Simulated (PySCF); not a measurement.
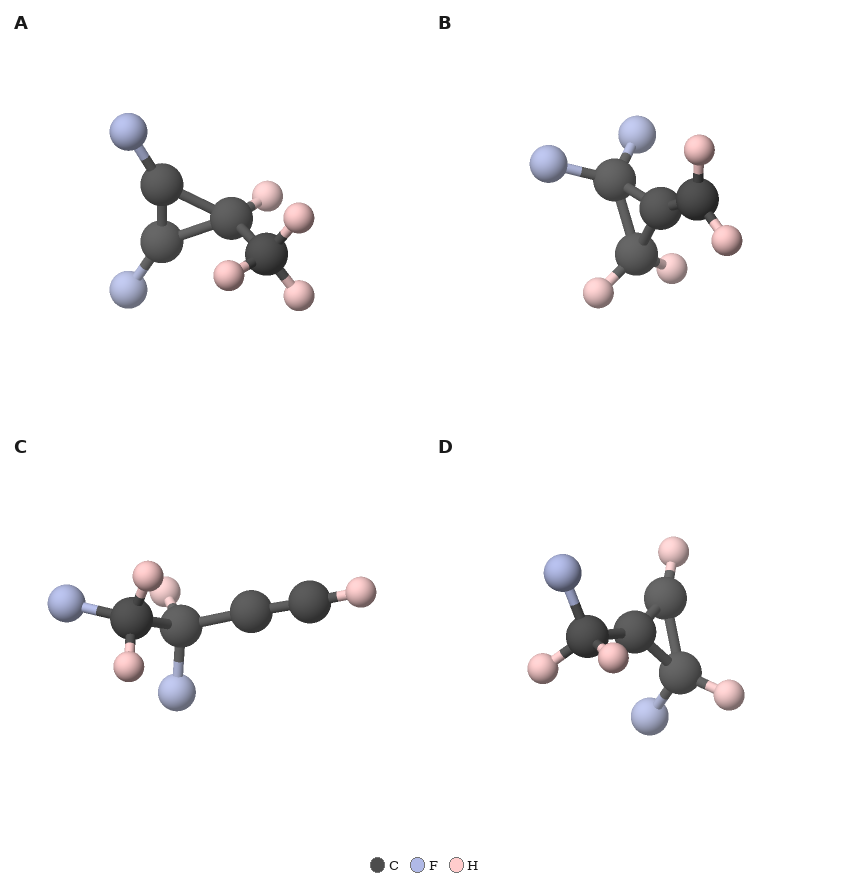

4 stationary structures of one formula. Geometries: GFN2-xTB. Electronic energies: PBE0/pcSseg-1 (PySCF 2.14.0), without zero-point energy. No frequency run is at hand to confirm each as a minimum. Each is one conformer, not always the lowest.

Rank them by energy, lowest first.

B is lowest; C lies 32.8 kJ/mol above it, D lies 42.7 kJ/mol above it, A lies 111.4 kJ/mol above it. A is `CC1C(F)=C1F`, B is `C=C1CC1(F)F`, C is `C#C[C@@H](F)CF`, D is `FCC1=C[C@@H]1F`.
